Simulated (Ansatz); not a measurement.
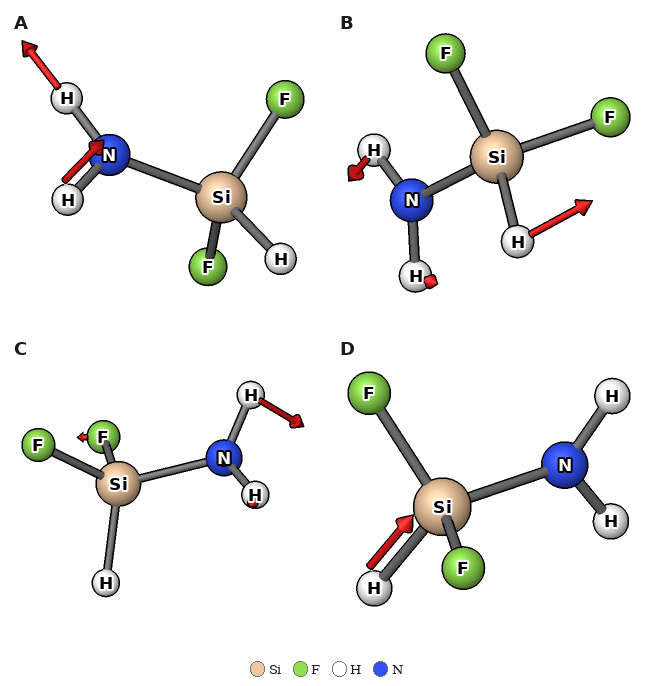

4 normal modes of one molecule or complex, as arrows. Harmonic vibrations computed with RKS PBE0-D4/def2-TZVP (Ansatz 0.2.0) at a stationary point of the same level.

### Match the panels to the wavenumbers 347 cm⁻¹, 893 cm⁻¹, 2313 cm⁻¹, 3715 cm⁻¹.

A: 3715 cm⁻¹, out-of-phase stretching of 2 N–H bonds
B: 893 cm⁻¹, angle bending
C: 347 cm⁻¹
D: 2313 cm⁻¹, Si–H stretching
